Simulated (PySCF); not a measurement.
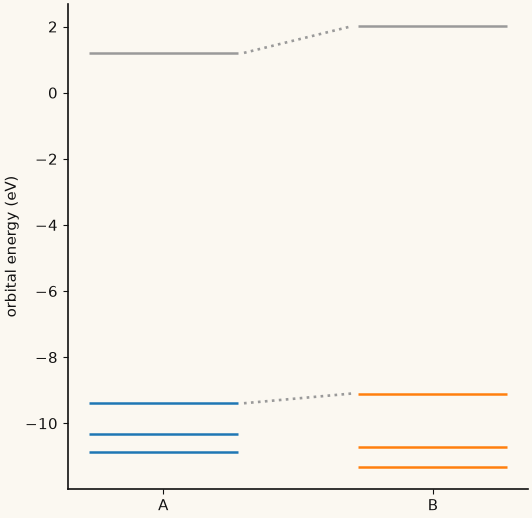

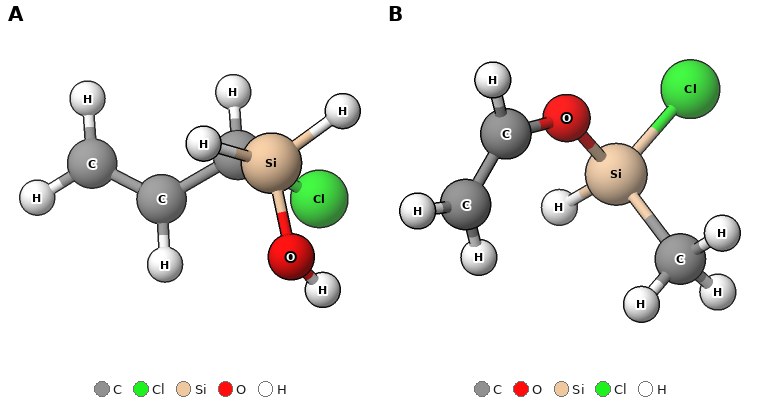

Related molecules: A is C₃H₇ClOSi, SMILES C=C[C@H](Cl)[SiH2]O; B is C₃H₇ClOSi, SMILES C=CO[Si@H](C)Cl. Frontier orbital energies, ωB97X-D/def2-SVPD in PySCF, at a GFN2-xTB geometry (no frequency check); drawn are at most three filled levels and, in grey, the LUMO with any level within 0.03 eV of it; dotted lines join the HOMOs and the LUMOs.

> What does the change do to the frontier levels?

From A to B the HOMO rises by 0.29 eV and the LUMO rises by 0.81 eV, so the separation goes from 10.60 to 11.11 eV.

Limits of at least one run: empty levels above zero depend strongly on the basis; one conformer of a flexible molecule; the tight-binding geometry is rougher than a DFT one and adds to the error.
